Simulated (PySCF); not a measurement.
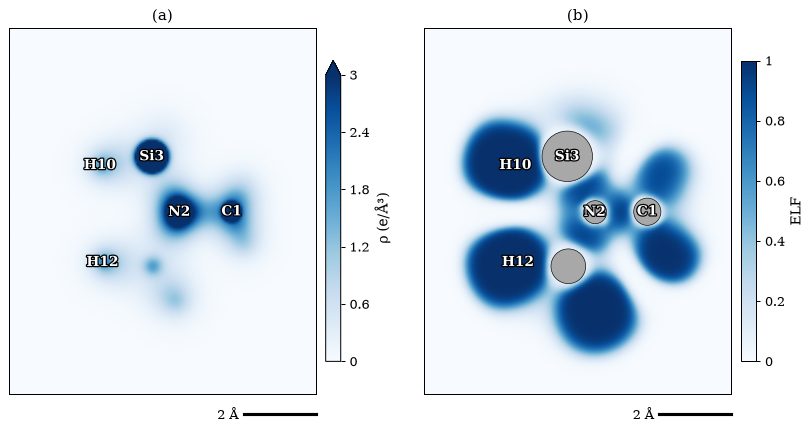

Figure. CH$_{11}$NSi$_{3}$ (SMILES CN([SiH3])[SiH2][SiH3]). (a) electron density; (b) electron localisation function on the plane of atoms C1, N2 and Si3. Grey discs cover the atomic cores in the ELF map.

Geometry: GFN2-xTB.

These are results of PBE0/pcSseg-1, SCF density, gas phase, non-relativistic in PySCF 2.14.0, not measurements.

Input

```
{"job": {"kind": "nmr", "xc": "PBE0", "basis": "pcSseg-1"}, "charge": 0, "multiplicity": 1}
C     -1.551416    -0.682823    -0.557874
N     -0.809357     0.320389     0.174395
Si    -0.890151     1.932334    -0.452888
Si     0.427483    -0.285491     1.246365
Si     2.251932    -1.101956     0.087116
H     -2.492956    -0.268819    -0.917721
H     -0.991907    -1.052725    -1.424106
H     -1.774922    -1.532623     0.087951
H     -0.257988     2.021299    -1.778195
H     -0.192874     2.781743     0.503877
H     -2.310499     2.273390    -0.572402
H      0.727766     0.841949     2.133412
H     -0.267525    -1.310051     2.047312
H      1.927225    -2.209359    -0.823755
H      3.285004    -1.623446     0.988314
H      2.912587    -0.094868    -0.753209
```

Command:

```sh
OMP_NUM_THREADS=1 python probes_run.py task.json out
```

Question: Interpret the plot.

Answer: The section cuts through C, N, Si and H sites. C–N (1.45 Å): ρ at the midpoint is about 1.9 e/Å³; the ELF peaks at about 0.90 between the atoms: localised, covalent bonding. Si–N (1.73 Å): ρ at the midpoint is about 1.1 e/Å³; the ELF peaks at about 0.90 between the atoms: a shared but strongly polarised pair. Si–H (1.46 Å): the density is about 0.82 e/Å³ at the midpoint; the ELF climbs to about 1 towards the hydrogen, as it does in any bond to H.
